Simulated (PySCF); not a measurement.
# TiF4−: ligand-field states

Wanted: ligand-field states for TiF4−.

Programs: PySCF 2.14.0, with routines of our own; each step states its level. All values are computed. Atoms count from 0.

## 1. The starting structure

5 atoms, charge -1, states of the metal's open shell are computed; geometry from: model geometry, bond lengths from ionic radii.

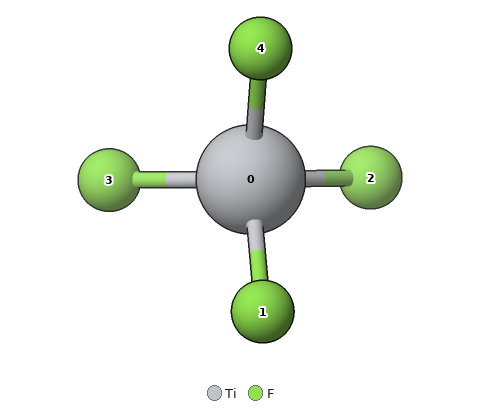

The starting geometry (titanium light grey, fluorine green); sticks join atoms by distance alone.

## 2. Ligand-field states: state-averaged CASSCF in water

The job: settings as JSON, then the geometry in Å.

```
{"job": {"kind": "lf", "basis": {"metal": "x2c-TZVPall", "ligand": "x2c-SVPall"}, "nevpt": true, "solvent": "water"}, "charge": -1, "metal": "Ti", "open_shell": "d1"}
Ti     0.000000     0.000000     0.000000
F      1.068098     1.068098     1.068098
F     -1.068098    -1.068098     1.068098
F     -1.068098     1.068098    -1.068098
F      1.068098    -1.068098    -1.068098
```

Method: state-averaged CASSCF of the metal d shell, SC-NEVPT2 on the averaged canonical orbitals, state-interaction spin-orbit coupling.

Run with:

```
$ OMP_NUM_THREADS=1 python lf_run.py task.json out
```

This one command runs all jobs of the session in turn.

Output:

```text
basis functions 104, electrons 59, active (1e, 5o)
stage 1: DIIS on the effective Fock matrix, level shift 0.30
cycle   1  E = -1250.5721070901  dE = -1.251e+03  max|g| = 6.522e-01
cycle   2  E = -1250.7868660497  dE = -2.148e-01  max|g| = 4.486e-01
cycle   3  E = -1250.9055202272  dE = -1.187e-01  max|g| = 1.893e-01
cycle   4  E = -1250.9616802407  dE = -5.616e-02  max|g| = 8.837e-02
cycle   5  E = -1250.9734354188  dE = -1.176e-02  max|g| = 1.626e-02
cycle   6  E = -1250.9747385285  dE = -1.303e-03  max|g| = 1.190e-02
cycle   7  E = -1250.9750610621  dE = -3.225e-04  max|g| = 4.457e-03
cycle   8  E = -1250.9751022668  dE = -4.120e-05  max|g| = 2.534e-03
cycle   9  E = -1250.9751072483  dE = -4.981e-06  max|g| = 1.405e-03
cycle  10  E = -1250.9751087900  dE = -1.542e-06  max|g| = 7.454e-04
cycle  11  E = -1250.9751090812  dE = -2.912e-07  max|g| = 3.757e-04
cycle  12  E = -1250.9751091441  dE = -6.293e-08  max|g| = 2.096e-04
cycle  13  E = -1250.9751091740  dE = -2.990e-08  max|g| = 1.126e-04
cycle  14  E = -1250.9751091838  dE = -9.780e-09  max|g| = 6.685e-05
cycle  15  E = -1250.9751091869  dE = -3.090e-09  max|g| = 3.498e-05
cycle  16  E = -1250.9751091878  dE = -9.215e-10  max|g| = 2.064e-05
cycle  17  E = -1250.9751091881  dE = -2.733e-10  max|g| = 1.162e-05
cycle  18  E = -1250.9751091882  dE = -8.981e-11  max|g| = 8.000e-06
converged average energy = -1250.9751091882

 mult deg   label        CASSCF/cm-1   NEVPT2/cm-1
   2   2   2E                  0.0           0.0
   2   3   2T2              8219.3        8437.5

spin-orbit levels / cm-1
      0.00  x4  2E 1.00
   8401.11  x4  2T2 1.00
   8526.23  x2  2T2 1.00
```

It took 4.7 s on 1 thread of Arm Neoverse V1, shared host; peak memory 0.27 GiB.

Key values:

```
             quantity     value
spin-orbit constant ζ  124 cm⁻¹
```

Powder susceptibility:

```
T (K)  χT (cm³ K/mol)  μ(eff)
    2           0.355    1.69
    5           0.356    1.69
   10           0.356    1.69
   20           0.357    1.69
   30           0.358    1.69
   50           0.360    1.70
   75           0.362    1.70
  100           0.365    1.71
  150           0.369    1.72
  200           0.374    1.73
  250           0.379    1.74
  300           0.384    1.75
```

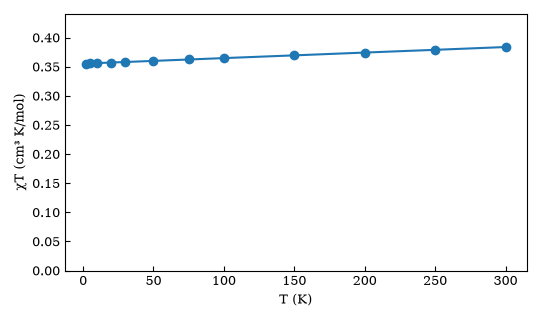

χT against temperature.

Orbitals, density, ELF and potential are computed afterwards from the orbital file.

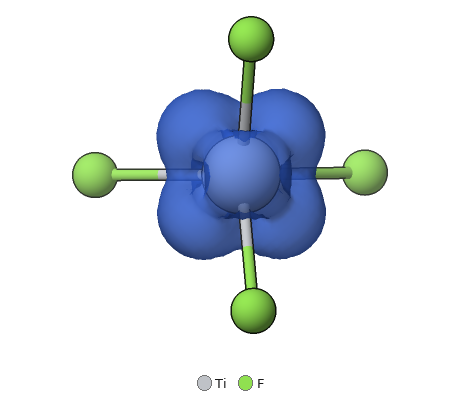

Spin density at ±0.06 e/Å³ (alpha excess blue, beta excess red).

In these pictures sticks join atoms by distance alone, so bonds to metals can be missing or extra.

## 3. Ligand-field states: state-averaged CASSCF (bond length × 0.92) in water

The job: settings as JSON, then the geometry in Å.

```
{"job": {"kind": "lf", "basis": {"metal": "x2c-TZVPall", "ligand": "x2c-SVPall"}, "nevpt": true, "solvent": "water", "reuse": true}, "charge": -1, "metal": "Ti", "open_shell": "d1"}
Ti     0.000000     0.000000     0.000000
F      0.982650     0.982650     0.982650
F     -0.982650    -0.982650     0.982650
F     -0.982650     0.982650    -0.982650
F      0.982650    -0.982650    -0.982650
```

With the program's defaults for keys left out, this is: state-averaged CASSCF of the metal d shell, SC-NEVPT2 on the averaged canonical orbitals, state-interaction spin-orbit coupling.

Output:

```text
basis functions 104, electrons 59, active (1e, 5o)
start from the orbitals of the previous structure
stage 1: DIIS on the effective Fock matrix, level shift 0.30
cycle   1  E = -1248.5740553067  dE = -1.249e+03  max|g| = 3.110e+00
cycle   2  E = -1250.7757126284  dE = -2.202e+00  max|g| = 3.596e-01
cycle   3  E = -1250.8789260415  dE = -1.032e-01  max|g| = 9.933e-02
cycle   4  E = -1250.8943826495  dE = -1.546e-02  max|g| = 5.379e-02
cycle   5  E = -1250.8981208647  dE = -3.738e-03  max|g| = 2.430e-02
cycle   6  E = -1250.8987340611  dE = -6.132e-04  max|g| = 1.261e-02
cycle   7  E = -1250.8988391836  dE = -1.051e-04  max|g| = 5.909e-03
cycle   8  E = -1250.8988601171  dE = -2.093e-05  max|g| = 2.665e-03
cycle   9  E = -1250.8988648778  dE = -4.761e-06  max|g| = 1.446e-03
cycle  10  E = -1250.8988659620  dE = -1.084e-06  max|g| = 7.408e-04
cycle  11  E = -1250.8988661820  dE = -2.200e-07  max|g| = 3.735e-04
cycle  12  E = -1250.8988662302  dE = -4.827e-08  max|g| = 1.833e-04
cycle  13  E = -1250.8988662407  dE = -1.046e-08  max|g| = 8.896e-05
cycle  14  E = -1250.8988662429  dE = -2.172e-09  max|g| = 4.227e-05
cycle  15  E = -1250.8988662433  dE = -4.793e-10  max|g| = 1.997e-05
cycle  16  E = -1250.8988662434  dE = -1.041e-10  max|g| = 9.420e-06
converged average energy = -1250.8988662434

 mult deg   label        CASSCF/cm-1   NEVPT2/cm-1
   2   2   2E                  0.0           0.0
   2   3   2T2             11451.2       11121.3

spin-orbit levels / cm-1
      0.00  x4  2E 1.00
  11106.22  x4  2T2 1.00
  11162.70  x2  2T2 1.00
```

Run time: 2.6 s. Hardware: 1 thread of Arm Neoverse V1, shared host; peak memory 0.28 GiB.

Key values:

```
             quantity     value
spin-orbit constant ζ  111 cm⁻¹
```

Powder susceptibility:

```
T (K)  χT (cm³ K/mol)  μ(eff)
    2           0.362    1.70
   20           0.363    1.70
  100           0.368    1.72
  300           0.381    1.75
```

## 4. Ligand-field states: state-averaged CASSCF (bond length × 0.96) in water

The job: settings as JSON, then the geometry in Å.

```
{"job": {"kind": "lf", "basis": {"metal": "x2c-TZVPall", "ligand": "x2c-SVPall"}, "nevpt": true, "solvent": "water", "reuse": true}, "charge": -1, "metal": "Ti", "open_shell": "d1"}
Ti     0.000000     0.000000     0.000000
F      1.025374     1.025374     1.025374
F     -1.025374    -1.025374     1.025374
F     -1.025374     1.025374    -1.025374
F      1.025374    -1.025374    -1.025374
```

With the program's defaults for keys left out, this is: state-averaged CASSCF of the metal d shell, SC-NEVPT2 on the averaged canonical orbitals, state-interaction spin-orbit coupling.

Output:

```text
basis functions 104, electrons 59, active (1e, 5o)
start from the orbitals of the previous structure
stage 1: DIIS on the effective Fock matrix, level shift 0.30
cycle   1  E = -1250.2450675552  dE = -1.250e+03  max|g| = 1.356e+00
cycle   2  E = -1250.9218061327  dE = -6.767e-01  max|g| = 2.142e-01
cycle   3  E = -1250.9496631360  dE = -2.786e-02  max|g| = 4.194e-02
cycle   4  E = -1250.9517094717  dE = -2.046e-03  max|g| = 3.141e-02
cycle   5  E = -1250.9528976982  dE = -1.188e-03  max|g| = 1.378e-02
cycle   6  E = -1250.9530979861  dE = -2.003e-04  max|g| = 5.951e-03
cycle   7  E = -1250.9531210712  dE = -2.309e-05  max|g| = 2.744e-03
cycle   8  E = -1250.9531255671  dE = -4.496e-06  max|g| = 1.444e-03
cycle   9  E = -1250.9531268284  dE = -1.261e-06  max|g| = 7.528e-04
cycle  10  E = -1250.9531271274  dE = -2.990e-07  max|g| = 3.901e-04
cycle  11  E = -1250.9531271884  dE = -6.096e-08  max|g| = 1.977e-04
cycle  12  E = -1250.9531272018  dE = -1.339e-08  max|g| = 9.713e-05
cycle  13  E = -1250.9531272047  dE = -2.916e-09  max|g| = 4.703e-05
cycle  14  E = -1250.9531272053  dE = -6.430e-10  max|g| = 2.256e-05
cycle  15  E = -1250.9531272055  dE = -1.419e-10  max|g| = 1.067e-05
cycle  16  E = -1250.9531272055  dE = -3.206e-11  max|g| = 5.031e-06
converged average energy = -1250.9531272055

 mult deg   label        CASSCF/cm-1   NEVPT2/cm-1
   2   2   2E                  0.0           0.0
   2   3   2T2              9698.1        9704.5

spin-orbit levels / cm-1
      0.00  x4  2E 1.00
   9676.85  x4  2T2 1.00
   9773.21  x2  2T2 1.00
```

Run time: 2.9 s. Hardware: 1 thread of Arm Neoverse V1, shared host; peak memory 0.28 GiB.

From this job:

```
             quantity     value
spin-orbit constant ζ  118 cm⁻¹
```

Powder susceptibility:

```
T (K)  χT (cm³ K/mol)  μ(eff)
    2           0.359    1.69
   20           0.360    1.70
  100           0.367    1.71
  300           0.382    1.75
```

## 5. Ligand-field states: state-averaged CASSCF (bond length × 1.04) in water

The job: settings as JSON, then the geometry in Å.

```
{"job": {"kind": "lf", "basis": {"metal": "x2c-TZVPall", "ligand": "x2c-SVPall"}, "nevpt": true, "solvent": "water", "reuse": true}, "charge": -1, "metal": "Ti", "open_shell": "d1"}
Ti     0.000000     0.000000     0.000000
F      1.110822     1.110822     1.110822
F     -1.110822    -1.110822     1.110822
F     -1.110822     1.110822    -1.110822
F      1.110822    -1.110822    -1.110822
```

Method: state-averaged CASSCF of the metal d shell, SC-NEVPT2 on the averaged canonical orbitals, state-interaction spin-orbit coupling.

Output:

```text
basis functions 104, electrons 59, active (1e, 5o)
start from the orbitals of the previous structure
stage 1: DIIS on the effective Fock matrix, level shift 0.30
cycle   1  E = -1249.3335130979  dE = -1.249e+03  max|g| = 2.009e+00
cycle   2  E = -1250.8914994536  dE = -1.558e+00  max|g| = 3.302e-01
cycle   3  E = -1250.9644023249  dE = -7.290e-02  max|g| = 7.370e-02
cycle   4  E = -1250.9698614754  dE = -5.459e-03  max|g| = 4.964e-02
cycle   5  E = -1250.9733545938  dE = -3.493e-03  max|g| = 2.548e-02
cycle   6  E = -1250.9741401165  dE = -7.855e-04  max|g| = 9.853e-03
cycle   7  E = -1250.9742197753  dE = -7.966e-05  max|g| = 5.032e-03
cycle   8  E = -1250.9742370776  dE = -1.730e-05  max|g| = 3.017e-03
cycle   9  E = -1250.9742427587  dE = -5.681e-06  max|g| = 1.679e-03
cycle  10  E = -1250.9742445692  dE = -1.810e-06  max|g| = 9.048e-04
cycle  11  E = -1250.9742450463  dE = -4.771e-07  max|g| = 4.612e-04
cycle  12  E = -1250.9742451405  dE = -9.419e-08  max|g| = 2.275e-04
cycle  13  E = -1250.9742451616  dE = -2.109e-08  max|g| = 1.142e-04
cycle  14  E = -1250.9742451676  dE = -6.051e-09  max|g| = 5.464e-05
cycle  15  E = -1250.9742451692  dE = -1.538e-09  max|g| = 2.612e-05
cycle  16  E = -1250.9742451696  dE = -3.952e-10  max|g| = 1.312e-05
cycle  17  E = -1250.9742451697  dE = -1.148e-10  max|g| = 8.198e-06
converged average energy = -1250.9742451697

 mult deg   label        CASSCF/cm-1   NEVPT2/cm-1
   2   2   2E                  0.0           0.0
   2   3   2T2              6984.8        7338.1

spin-orbit levels / cm-1
      0.00  x4  2E 1.00
   7295.82  x4  2T2 1.00
   7441.71  x2  2T2 1.00
```

Run time: 2.9 s. Hardware: 1 thread of Arm Neoverse V1, shared host; peak memory 0.28 GiB.

From this job:

```
             quantity     value
spin-orbit constant ζ  129 cm⁻¹
```

Powder susceptibility:

```
T (K)  χT (cm³ K/mol)  μ(eff)
    2           0.352    1.68
   20           0.354    1.68
  100           0.363    1.70
  300           0.386    1.76
```

## 6. Ligand-field states: state-averaged CASSCF (bond length × 1.08) in water

The job: settings as JSON, then the geometry in Å.

```
{"job": {"kind": "lf", "basis": {"metal": "x2c-TZVPall", "ligand": "x2c-SVPall"}, "nevpt": true, "solvent": "water", "reuse": true}, "charge": -1, "metal": "Ti", "open_shell": "d1"}
Ti     0.000000     0.000000     0.000000
F      1.153546     1.153546     1.153546
F     -1.153546    -1.153546     1.153546
F     -1.153546     1.153546    -1.153546
F      1.153546    -1.153546    -1.153546
```

Method: state-averaged CASSCF of the metal d shell, SC-NEVPT2 on the averaged canonical orbitals, state-interaction spin-orbit coupling.

Output:

```text
basis functions 104, electrons 59, active (1e, 5o)
start from the orbitals of the previous structure
stage 1: DIIS on the effective Fock matrix, level shift 0.30
cycle   1  E = -1250.6808043124  dE = -1.251e+03  max|g| = 1.020e+00
cycle   2  E = -1250.9424915307  dE = -2.617e-01  max|g| = 1.330e-01
cycle   3  E = -1250.9555344338  dE = -1.304e-02  max|g| = 2.988e-02
cycle   4  E = -1250.9563725596  dE = -8.381e-04  max|g| = 2.743e-02
cycle   5  E = -1250.9571383634  dE = -7.658e-04  max|g| = 1.341e-02
cycle   6  E = -1250.9574092450  dE = -2.709e-04  max|g| = 4.409e-03
cycle   7  E = -1250.9574313104  dE = -2.207e-05  max|g| = 2.617e-03
cycle   8  E = -1250.9574358041  dE = -4.494e-06  max|g| = 1.596e-03
cycle   9  E = -1250.9574372771  dE = -1.473e-06  max|g| = 9.323e-04
cycle  10  E = -1250.9574380051  dE = -7.281e-07  max|g| = 5.231e-04
cycle  11  E = -1250.9574382677  dE = -2.626e-07  max|g| = 3.325e-04
cycle  12  E = -1250.9574383500  dE = -8.225e-08  max|g| = 1.822e-04
cycle  13  E = -1250.9574383744  dE = -2.443e-08  max|g| = 1.138e-04
cycle  14  E = -1250.9574383836  dE = -9.187e-09  max|g| = 7.610e-05
cycle  15  E = -1250.9574383874  dE = -3.813e-09  max|g| = 5.278e-05
cycle  16  E = -1250.9574383889  dE = -1.525e-09  max|g| = 3.643e-05
cycle  17  E = -1250.9574383896  dE = -6.999e-10  max|g| = 2.538e-05
cycle  18  E = -1250.9574383900  dE = -3.424e-10  max|g| = 1.718e-05
cycle  19  E = -1250.9574383901  dE = -1.355e-10  max|g| = 1.230e-05
cycle  20  E = -1250.9574383902  dE = -6.912e-11  max|g| = 8.898e-06
converged average energy = -1250.9574383902

 mult deg   label        CASSCF/cm-1   NEVPT2/cm-1
   2   2   2E                  0.0           0.0
   2   3   2T2              5958.9        6400.9

spin-orbit levels / cm-1
      0.00  x4  2E 1.00
   6354.75  x4  2T2 1.00
   6515.70  x2  2T2 1.00
```

It took 3 s on 1 thread of Arm Neoverse V1, shared host; peak memory 0.28 GiB.

Key values:

```
             quantity     value
spin-orbit constant ζ  132 cm⁻¹
```

Powder susceptibility:

```
T (K)  χT (cm³ K/mol)  μ(eff)
    2           0.347    1.67
   20           0.350    1.67
  100           0.360    1.70
  300           0.388    1.76
```

## 7. The runs side by side

From the NEVPT2 states (cm⁻¹; the spread is that of the fitted one-electron ligand-field levels):

```
step             setting  ground state    next state  orbital spread    ζ  μ(eff), 300 K
   2            as given            2E   2T2 at 8438            8438  124           1.75
   3  bond length × 0.92            2E  2T2 at 11121           11121  111           1.75
   4  bond length × 0.96            2E   2T2 at 9704            9704  118           1.75
   5  bond length × 1.04            2E   2T2 at 7338            7338  129           1.76
   6  bond length × 1.08            2E   2T2 at 6401            6401  132           1.76
```

## 8. What came out

```
                                                         quantity       value
   spin-orbit constant ζ (step 2, state-averaged CASSCF in water)    124 cm⁻¹
ground multiplicity, μ(eff) at 300 K (step 2, 4 donors at 1.85 Å)  2, 1.75 μB
ground multiplicity, μ(eff) at 300 K (step 3, 4 donors at 1.70 Å)  2, 1.75 μB
ground multiplicity, μ(eff) at 300 K (step 4, 4 donors at 1.78 Å)  2, 1.75 μB
ground multiplicity, μ(eff) at 300 K (step 5, 4 donors at 1.92 Å)  2, 1.76 μB
ground multiplicity, μ(eff) at 300 K (step 6, 4 donors at 2.00 Å)  2, 1.76 μB
```

**Reading.** In step 2, χT goes from 0.36 at 2 K to 0.38 cm³ K/mol at 300 K: nearly flat, so one level governs the whole range. The spread of the ligand-field levels runs from 6401 cm⁻¹ (bond length × 1.08) to 11121 cm⁻¹ (bond length × 0.92); μ(eff) at 300 K: 1.75 to 1.76 μB.
